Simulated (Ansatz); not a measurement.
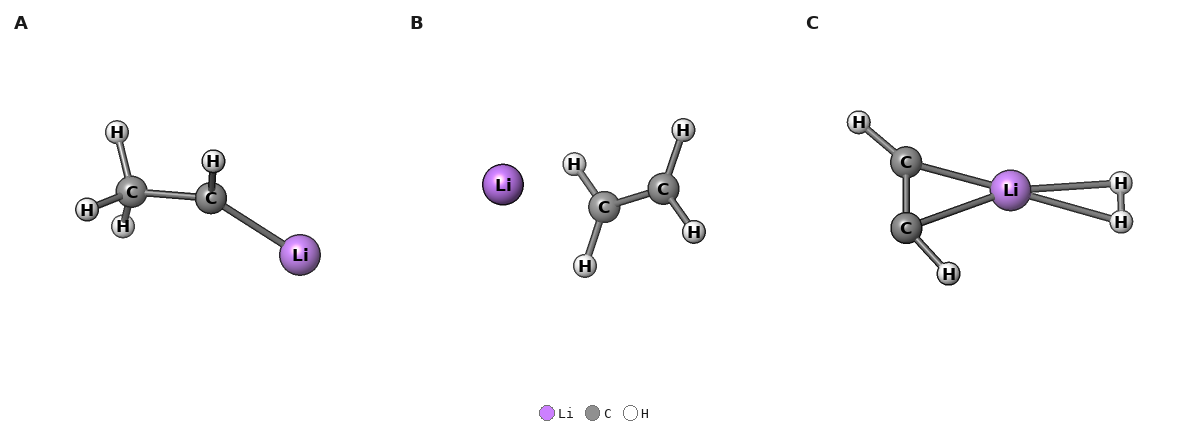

3 stationary structures of one formula. State: neutral, doublet. Geometries: PBE0-D4/def2-TZVP. Electronic energies: UHF-CCSD(T) (frozen core)/def2-TZVPP (Ansatz 0.2.0), without zero-point energy. No frequency run is at hand to confirm each as a minimum. Each is one conformer, not always the lowest.

Which is lowest in energy, and by how much?

Answer. B is lowest (Cs); A lies 0.824 eV above it (Cs), C lies 2.018 eV above it (Cs).
